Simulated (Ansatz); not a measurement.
# BaTiO3 (R3m): converging the G0W0 gap

How do accuracy and time trade against each other in G0W0 on BaTiO3 (R3m)?

Method: G0W0 on LDA, plane waves, PAW, in Ansatz 0.2.0.

### Step 1. Starting point

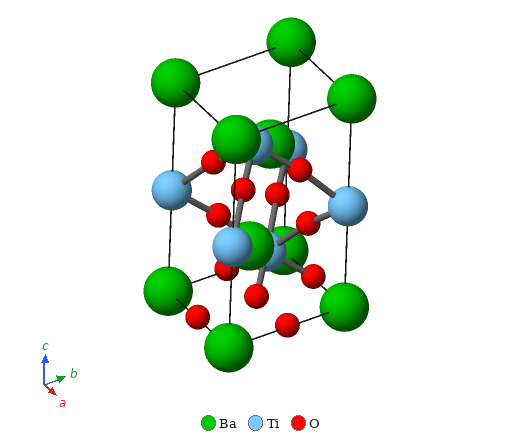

The cell as given, slightly off an axis (barium green, titanium blue, oxygen red). This picture shows the conventional cell, with its axes. Some periodic images of atoms are drawn too.

The cell and positions come from the Crystallography Open Database and are kept as given unless a step says otherwise. Spin-orbit coupling is left out unless a step names it.

### Step 2. 168 empty bands, screening to 110 eV

G0W0 replaces the xc potential by the self-energy, built once from these orbitals. Only a window of levels is corrected, while the sums run over the empty bands that the input names. This step takes hard PAW files.

Contents of input.yaml:

```yaml
crystal:
  lattice:
    - [2.8273666084, 1.6323808724, 2.3183934932]
    - [-2.8273666084, 1.6323808724, 2.3183934932]
    - [0.0, -3.2647617449, 2.3183934932]
  atoms:
    - { symbol: Ba, position: [0.0, 0.0, 0.0] }
    - { symbol: Ti, position: [0.4845, 0.4845, 0.4845] }
    - { symbol: O, position: [0.5086, 0.5086, 0.0175] }
    - { symbol: O, position: [0.0175, 0.5086, 0.5086] }
    - { symbol: O, position: [0.5086, 0.0175, 0.5086] }
kpoints:
  mp_grid: { grid: [6, 6, 6] }
hamiltonian:
  xc: lda
  pseudopotentials: { kind: paw, source: ansatz }
scf:
  occupations: { method: fixed }
gw:
  n_empty_bands: 168
  ecut_chi: 110.0
  qp_bands: [v2, c2]
  qp_kpoints: band_edges
  screening: { model: contour_deformation }
```

Launch:

```
> ansatz run input.yaml --threads 4 --pin off --max-ram 138240MiB --backend cuda --events-out ev --progress --plain --runs-dir out --devices 1 --max-vram 26GiB
```

Numbers of over 12 decimals in the logs are rounded to 6 here.

The program printed:

```text
GPUs: using 1 of 1 available (devices: 1).
Engine: ansatz 0.2.0, x86_64-unknown-linux-gnu
Pseudopotentials: kind: paw
Pseudopotential: Ba, paw, valence charge 10, recommended cutoff 300 eV (normal), Ba.paw.azcp
Pseudopotential: Ti, paw, valence charge 12, recommended cutoff 740 eV (normal), Ti.paw.azcp
Pseudopotential: O, paw, valence charge 6, recommended cutoff 930 eV (normal), O.paw.azcp
Functional definition: SPW92
  exchange = slater_x
  correlation = pw_c
device memory: the entry about to start is reckoned to put 1.9 GiB on a device that reports 31.7 GiB free (of which the cap on the GPU budget leaves the run 26.0 GiB)
GPU FFT provider: cuFFT
GPU libraries: cuBLAS 13.8.2, cuFFT 12.4.0, cuSOLVER 12.3.4
Crystal: 5 atoms, lattice volume = 64.201 Å³
Basis set: ecut = 930 eV, 4103 PW (Γ)
Bands: 25, of which v1, the nominal top of the filled ones, is band 20 counted from 1 (19 counted from 0)
Symmetry: 6 space group operations
Space group: R3m (ITA 160), of the structure as read, at distance tolerance 4.0e-5 Å
k-points: 32 of 216 (time reversal used)
Non-local potential: Ba, projectors of the file, l = 0: 3, l = 1: 2, l = 2: 2, l = 3: 2
Non-local potential: Ti, projectors of the file, l = 0: 2, l = 1: 2, l = 2: 2, l = 3: 1
Non-local potential: O, projectors of the file, l = 0: 2, l = 1: 2, l = 2: 1
PAW form: soft (Blöchl's): semilocal exchange-correlation on the pseudo side does not see the compensation charge
PAW frozen core: Ba, regenerated for the run's functional, and the local potential with it (the file was generated under x = pbe(κ = 0.804, μ = 0.219515), c = pbe(β = 0.066725))
PAW frozen core: Ti, regenerated for the run's functional, and the local potential with it (the file was generated under x = pbe(κ = 0.804, μ = 0.219515), c = pbe(β = 0.066725))
PAW frozen core: O, regenerated for the run's functional, and the local potential with it (the file was generated under x = pbe(κ = 0.804, μ = 0.219515), c = pbe(β = 0.066725))
PAW one-centre angular grid: Ba, 194 points (default); XC on 64 Gauss nodes
PAW one-centre angular grid: Ti, 590 points (default); XC on 64 Gauss nodes
PAW one-centre angular grid: O, 110 points (default); XC on 64 Gauss nodes
Initial density: superposition of atomic densities (chi_scale 0.1, normalization cell, long waves kept (reshape's long-wave potential 0.00 eV rms))
Initial wavefunctions: pseudopotential atomic-orbital guess
GPU buffer pool allocated for 91125 grid points (all kernels)
GPU transforms: local potential and band sums: pruned to the plane-wave sphere, on 45×45×45
Functional: x = slater, c = lda
SCF iter   1: F=—  HF=-9892.358652 eV  |F-HF|=—  |Δ(HF+E_count)|=         —  Δρ=8.80e-2  dr2=6.35e0  ethr=3.10e-3  ⟨swp⟩=4.1  Hψ=3192  notcnv=0  defer=45
preconditioner: auto → Resta (q_TF=auto, 2.521 Å⁻¹)  ε∞=4.6  [insulator: Δε(μ)=4.134 eV  Ē_g=13.804 eV  n_scr=18 (ndim 8)  ℏωp=26.2 eV  f_vac=0.002  ε∞_Penn≈4.6]
SCF iter   2: F=—  HF=-9890.684337 eV  |F-HF|=—  |Δ(HF+E_count)|=    1.67e0  Δρ=4.96e-2  dr2=9.21e-1  ethr=3.10e-3  ⟨swp⟩=3.5  Hψ=1938  notcnv=0  defer=67
SCF iter   3: F=—  HF=-9890.457148 eV  |F-HF|=—  |Δ(HF+E_count)|=   2.27e-1  Δρ=2.08e-2  dr2=2.93e-1  ethr=2.30e-3  ⟨swp⟩=2.2  Hψ=1205  notcnv=0  defer=65
SCF iter   4: F=—  HF=-9890.385255 eV  |F-HF|=—  |Δ(HF+E_count)|=   7.19e-2  Δρ=8.47e-3  dr2=3.74e-2  ethr=7.32e-4  ⟨swp⟩=2.6  Hψ=1378  notcnv=0  defer=68
SCF iter   5: F=—  HF=-9890.378036 eV  |F-HF|=—  |Δ(HF+E_count)|=   7.22e-3  Δρ=3.36e-3  dr2=9.54e-3  ethr=9.36e-5  ⟨swp⟩=3.0  Hψ=1567  notcnv=0  defer=93
SCF iter   6: F=—  HF=-9890.376346 eV  |F-HF|=—  |Δ(HF+E_count)|=   1.69e-3  Δρ=9.03e-4  dr2=6.42e-4  ethr=2.38e-5  ⟨swp⟩=3.0  Hψ=1167  notcnv=0  defer=93
SCF iter   7: F=—  HF=-9890.376289 eV  |F-HF|=—  |Δ(HF+E_count)|=   5.65e-5  Δρ=6.93e-4  dr2=3.96e-4  ethr=1.61e-6  ⟨swp⟩=1.0  Hψ=768  notcnv=0  defer=87
SCF iter   8: F=—  HF=-9890.376222 eV  |F-HF|=—  |Δ(HF+E_count)|=   6.72e-5  Δρ=2.60e-4  dr2=5.65e-5  ethr=9.89e-7  ⟨swp⟩=2.0  Hψ=1050  notcnv=0  defer=71
SCF iter   9: F=—  HF=-9890.376212 eV  |F-HF|=—  |Δ(HF+E_count)|=   1.04e-5  Δρ=2.62e-5  dr2=5.98e-7  ethr=1.41e-7  ⟨swp⟩=1.2  Hψ=813  notcnv=0  defer=34
SCF iter  10: F=-9890.376212 eV  HF=-9890.376212 eV  |F-HF|=1.46e-9  |Δ(HF+E_count)|=   5.30e-9  Δρ=2.58e-6  dr2=2.01e-9  ethr=2.50e-10  ⟨swp⟩=10.2  Hψ=3318  notcnv=0
SCF 1 converged in 10 iterations: F = -9890.376212 eV  dr2 = 2.01e-9
  greatest PAW one-centre occupation: 0.927 electrons in one spin orbital (limit 2), on the Ti atom at site 1 (counted from 0), in its partial waves of l = 0
device memory: the entry about to start is reckoned to put 1.8 GiB (of the 2.1 GiB reckoned in all, the device holds 0.3 GiB already) on a device that reports 31.4 GiB free (of which the cap on the GPU budget leaves the run 25.8 GiB)
NSCF: frozen V_eff on 32 k-points, pencils in batches of 32, up to order 100
the band table was solved once the SCF had ended and its energy, with any forces and stress, was formed, with the checks that follow a solve (3697 applications of the Hamiltonian). They found nothing against the state; the energy, forces and stress were not computed again (output.eigenvalues in the input reference)
device memory: the entry about to start is reckoned to put 6.4 GiB on a device that reports 31.7 GiB free (of which the cap on the GPU budget leaves the run 26.0 GiB)
NSCF: frozen V_eff on 32 k-points
G₀W₀ screening: q 1/32
[... further progress lines ...]
device memory: the entry about to start is reckoned to put 0.7 GiB on a device that reports 31.6 GiB free (of which the cap on the GPU budget leaves the run 26.0 GiB)
NSCF: frozen V_eff on 1 k-points
device memory: the entry about to start is reckoned to put 0.7 GiB on a device that reports 31.6 GiB free (of which the cap on the GPU budget leaves the run 26.0 GiB)
NSCF: frozen V_eff on 1 k-points
device memory: the entry about to start is reckoned to put 0.6 GiB on a device that reports 31.6 GiB free (of which the cap on the GPU budget leaves the run 26.0 GiB)
NSCF: frozen V_eff on 1 k-points
SCF converged after 10 iterations
Free energy (F): -9890.376212 eV
Harris-Foulkes:  -9890.376212 eV  (|F-HF|=1.46e-9)
Internal energy: -9890.376212 eV  (E = F + TS)
E sigma→0 (E₀):  -9890.376212 eV
Fermi energy:    9.874652 eV
--- Per-component energies (eV) ---
  E_band       = -148.992157
  E_kinetic    = 1422.520976
  E_local      = -3022.581136  (includes V_loc(G=0)·N_el)
  E_nonlocal   = 658.119775
  E_hartree    = 840.047865
  E_xc         = -816.675884
  E_vxc        = -778.293190  (∫ρ·V_xc dr)
  E_paw        = -6163.491852  (= ΣΔE_a)
  E_vpaw       = -108.854822  (= ΣTr[D̂ρ^β])
  E_aug_tail   = 0.000048  (compensation charges beyond the density's cutoff)
  E_ewald      = -2809.213684
  E_core_change = 0.897681  (= ΣΔE_core)
  E_smearing   = -0.000000  (= −TS)
  E_closure    = -0.000000  (closes the sum)
  Σ components = -9890.376212   (vs F -9890.376212, Δ=0.00e0)
--- Band table (eV; the first three rows and the last of 32) ---
  k-point 0: bands = [... 16 lower, 8.7711, 9.3731, 9.5172, 9.5172, 12.2221, 12.2221, 12.3773, 14.4464, ... 1 higher]
  k-point 1: bands = [... 16 lower, 8.6021, 8.9644, 9.3973, 9.4104, 12.2724, 12.6078, 12.6344, 14.4429, ... 1 higher]
  k-point 2: bands = [... 16 lower, 8.2995, 8.4133, 9.0809, 9.1792, 12.3465, 13.2977, 13.3934, 14.4285, ... 1 higher]
  k-point 31: bands = [... 16 lower, 7.5833, 9.8602, 9.8602, 9.8747, 14.2304, 14.3803, 14.3803, 16.5267, ... 1 higher]
--- G₀W₀: contour deformation, 6 samples at zero and on the imaginary axis and 2 off it, 216 q-points, 168 empty bands' worth ---
  eigenvalues of the whole cell's RPA ε∞ on this k-mesh (on a slab, of 1 + 4πα/V) = 5.3913, 5.8728, 5.8728; static W/v taken at q = 0 is 0.175232
  bands read: the sum over 188 bands ends inside a degenerate multiplet in 1 slot, whose members it reads at an even weight; the widest, k=0: bands 188 to 189 (counted from 1) at 1/2 each
  gw.qp_kpoints: band_edges: 26 of 32 stored k-points solved, in 1 pass; an edge of the gap read off the rows below is read off those points alone
    valence top: of the k-points left out ik 13 came nearest to being solved in a further pass, in band 19 (counted from 1, as in the quasiparticle table): it holds the edge there only if its correction is more favourable than any solved in that band by at least 0.620 eV; those differ by 0.130 eV
    conduction bottom: of the k-points left out ik 21 came nearest to being solved in a further pass, in band 21 (counted from 1, as in the quasiparticle table): it holds the edge there only if its correction is more favourable than any solved in that band by at least 0.606 eV; those differ by 0.061 eV
  `?` marks the rows in doubt; gw_qp.tsv's column doubts and the gw_qp event give each row's grounds
    ik  band        ε_KS         Σx   Σc(E_QP)       V_xc       Z   E_QP_lin       E_QP  E_QP is
     0    19      9.5172   -25.7262     4.1907   -21.4266  0.7332     9.4081     9.4083  root
     0    20      9.5172   -25.7262     4.1907   -21.4266  0.7332     9.4081     9.4083  root
     0    21     12.2221   -13.0408    -6.0151   -20.6325  0.7445    13.8449    13.7986  root
     0    22     12.2221   -13.0408    -6.0151   -20.6325  0.7445    13.8449    13.7986  root
     1    19      9.3973   -25.7131     4.2580   -21.3337  0.7320     9.2756     9.2758  root
     1    20      9.4104   -25.3406     4.1240   -21.1009  0.7322     9.2945     9.2947  root
     1    21     12.2724   -13.1885    -6.0152   -20.7781  0.7433    13.8936    13.8468  root
     1    22     12.6078   -13.6094    -6.1571   -21.3525  0.7354    14.2468    14.1938  root
     2    19      9.0809   -25.1617     4.1209   -20.9159  0.7297     8.9558     8.9560  root
     2    20      9.1792   -25.7696     4.4121   -21.2061  0.7303     9.0274     9.0278  root
     2    21     12.3465   -13.2984    -6.1479   -21.0438  0.7403    13.9941    13.9440  root
     2    22     13.2977   -14.3210    -6.5777   -22.5092  0.7170    14.9759    14.9082  root
     3    19      8.9402   -25.2664     4.2209   -20.9022  0.7287     8.7966     8.7970  root
     3    20      9.0809   -25.8451     4.5022   -21.1743  0.7297     8.9118     8.9123  root
     3    21     12.3801   -13.3456    -6.2312   -21.1893  0.7387    14.0448    13.9926  root
     3    22     13.6715   -14.6329    -6.8796   -23.1318  0.7053    15.3692    15.2907  root
     4    19      9.2748   -25.3852     4.2043   -21.0502  0.7319     9.1438     9.1440  root
     4    20      9.3720   -25.5343     4.3966   -20.9796  0.7283     9.2135     9.2139  root
     4    21     12.5862   -13.4692    -6.2216   -21.2803  0.7365    14.2289    14.1758  root
     4    22     12.6629   -13.7325    -6.1942   -21.5254  0.7333    14.3167    14.2616  root
     5    19      9.0182   -25.2487     4.4118   -20.6614  0.7279     8.8420     8.8426  root
     5    20      9.2152   -25.2483     4.4672   -20.5983  0.7254     9.0317     9.0324  root
     5    21     12.6649   -13.6433    -6.3194   -21.5752  0.7332    14.3342    14.2774  root
     5    22     13.3367   -14.2084    -6.6828   -22.5103  0.7164    15.0253    14.9558  root
[...]
29    22     14.2006   -14.6655    -7.3572   -23.6481  0.6924    15.9214    15.8259  root
    30    19      9.5437   -25.2677     4.6663   -20.4058  0.7240     9.3473     9.3480  root
    30    20      9.6613   -25.4422     4.6713   -20.5969  0.7239     9.4867     9.4872  root
    30    21     13.8670   -14.4657    -7.1023   -23.1897  0.7023    15.5721    15.4888  root
    30    22     14.0698   -14.3588    -7.3241   -23.3091  0.6969    15.7871    15.6960  root
    31    19      9.8602   -25.7254     4.6804   -20.8869  0.7254     9.7017     9.7021  root
    31    20      9.8747   -25.7490     4.6904   -20.9005  0.7255     9.7161     9.7165  root
    31    21     14.2304   -14.5891    -7.4934   -23.7007  0.6893    15.9458    15.8486  root
    31    22     14.3803   -14.6902    -7.5817   -23.8989  0.6861    16.1099    16.0073  root ?
```

Wall time 72 s (1 × NVIDIA H100 80GB HBM3 (shared by 3 runs) with 4 threads of AMD EPYC 7R13 (Zen 3), shared host); peak memory 1.7 GiB; 2.1 min of CPU time.

This step gave:

```yaml
bands_summed: 188
rpa_eps_infinity_on_this_mesh_eigenvalues: 5.391, 5.873, 5.873
plane_waves_in_the_screening_matrix: 171
q_points_in_the_mesh: 216
g0w0_gap_on_the_mesh: 4.082 eV
k_of_the_valence_top: -0.5, -0.5, -0.5
k_of_the_conduction_bottom: 0, 0, 0
starting_gap_on_the_mesh: 2.347 eV
z_at_the_valence_top: 0.7255
z_at_the_conduction_bottom: 0.7445
least_direct_g0w0_gap_on_the_computed_points: 4.390 eV
```

The gap on the mesh goes from 2.35 eV to 4.08 eV, a correction of +1.73 eV. Between the two edge states, bare exchange in place of the xc potential would open the gap by 12.44 eV, and correlation takes back 10.71 eV.

### Step 3. 381 empty bands, screening to 190 eV

Bands and screening cutoff are moved together, since each hides the error of the other.

Edit input.yaml of step 2 so:

```diff
@@ -19,4 +19,4 @@
 gw:
-  n_empty_bands: 168
-  ecut_chi: 110.0
+  n_empty_bands: 381
+  ecut_chi: 190.0
   qp_bands: [v2, c2]
```

The program printed:

```text
GPUs: using 1 of 1 available (devices: 1).
[...]
GPU FFT provider: cuFFT
GPU libraries: cuBLAS 13.8.2, cuFFT 12.4.0, cuSOLVER 12.3.4
Crystal: 5 atoms, lattice volume = 64.201 Å³
Basis set: ecut = 930 eV, 4103 PW (Γ)
Bands: 25, of which v1, the nominal top of the filled ones, is band 20 counted from 1 (19 counted from 0)
Symmetry: 6 space group operations
[...]
k-points: 32 of 216 (time reversal used)
[...]
GPU buffer pool allocated for 91125 grid points (all kernels)
[...]
SCF iter   1: F=—  HF=-9892.358652 eV  |F-HF|=—  |Δ(HF+E_count)|=         —  Δρ=8.80e-2  dr2=6.35e0  ethr=3.10e-3  ⟨swp⟩=4.1  Hψ=3192  notcnv=0  defer=45
[...]
SCF iter  10: F=-9890.376212 eV  HF=-9890.376212 eV  |F-HF|=1.46e-9  |Δ(HF+E_count)|=   5.30e-9  Δρ=2.58e-6  dr2=2.01e-9  ethr=2.50e-10  ⟨swp⟩=10.2  Hψ=3318  notcnv=0
SCF 1 converged in 10 iterations: F = -9890.376212 eV  dr2 = 2.01e-9
[...]
NSCF: frozen V_eff on 32 k-points, pencils in batches of 32, up to order 100
[...]
NSCF: frozen V_eff on 32 k-points
G₀W₀ screening: q 1/32
[... further progress lines ...]
[...]
SCF converged after 10 iterations
Free energy (F): -9890.376212 eV
[...]
Internal energy: -9890.376212 eV  (E = F + TS)
E sigma→0 (E₀):  -9890.376212 eV
Fermi energy:    9.874652 eV
[...]
--- Band table (eV; the first three rows and the last of 32) ---
  k-point 0: bands = [... 16 lower, 8.7711, 9.3731, 9.5172, 9.5172, 12.2221, 12.2221, 12.3773, 14.4464, ... 1 higher]
  k-point 1: bands = [... 16 lower, 8.6021, 8.9644, 9.3973, 9.4104, 12.2724, 12.6078, 12.6344, 14.4429, ... 1 higher]
  k-point 2: bands = [... 16 lower, 8.2995, 8.4133, 9.0809, 9.1792, 12.3465, 13.2977, 13.3934, 14.4285, ... 1 higher]
  k-point 31: bands = [... 16 lower, 7.5833, 9.8602, 9.8602, 9.8747, 14.2304, 14.3803, 14.3803, 16.5267, ... 1 higher]
[...]
0    19      9.5172   -25.7262     3.8805   -21.4266  0.7282     9.0950     9.0981  root
     0    20      9.5172   -25.7262     3.8805   -21.4266  0.7282     9.0950     9.0981  root
     0    21     12.2221   -13.0408    -6.2771   -20.6325  0.7412    13.5672    13.5367  root
     0    22     12.2221   -13.0408    -6.2771   -20.6325  0.7412    13.5672    13.5367  root
     1    19      9.3973   -25.7131     3.9511   -21.3337  0.7271     8.9657     8.9690  root
     1    20      9.4104   -25.3406     3.8239   -21.1009  0.7273     8.9915     8.9946  root
     1    21     12.2724   -13.1885    -6.2795   -20.7781  0.7399    13.6132    13.5825  root
     1    22     12.6078   -13.6094    -6.4288   -21.3525  0.7318    13.9561    13.9221  root
[...]
31    19      9.8602   -25.7254     4.3849   -20.8869  0.7201     9.4027     9.4066  root
    31    20      9.8747   -25.7490     4.3942   -20.9005  0.7201     9.4165     9.4204  root
    31    21     14.2304   -14.5891    -7.7889   -23.7007  0.6846    15.6144    15.5531  root
    31    22     14.3803   -14.6902    -7.8811   -23.8989  0.6813    15.7722    15.7078  root
```

Wall time 2 min (1 × NVIDIA H100 80GB HBM3 (shared by 3 runs) with 4 threads); peak memory 3 GiB.

This step gave:

```yaml
bands_summed: 401
rpa_eps_infinity_on_this_mesh_eigenvalues: 5.373, 5.851, 5.851
plane_waves_in_the_screening_matrix: 389
q_points_in_the_mesh: 216
g0w0_gap_on_the_mesh: 4.116 eV
k_of_the_valence_top: -0.5, -0.5, -0.5
k_of_the_conduction_bottom: 0, 0, 0
starting_gap_on_the_mesh: 2.347 eV
z_at_the_valence_top: 0.7201
z_at_the_conduction_bottom: 0.7412
least_direct_g0w0_gap_on_the_computed_points: 4.439 eV
```

Against the run with 6×6×6 mesh, 168 empty bands, screening to 110 eV, hard PAW files, the gap moves by +0.03 eV.

(Part 1 of 2 ends here.)

[Paths, hosts, dates, memory and timing lines, banners, echoed tables and standing remarks are left out of the program output.]

[Logs are printed without paths, hosts, clocks, repeated set-up lines and the standing remarks that a program may print on its own settings, such as how far it seeks lower states.]

[Runs of the session that timed out or met a known fault of the program may be left out.]

[Cells called generated may have been cut or substituted from an entry of the Crystallography Open Database or the Materials Project.]

[Hosts, paths, dates, database ids (printed as entryN), source tags and the programs' standing remarks are cut or masked in the printed files.]
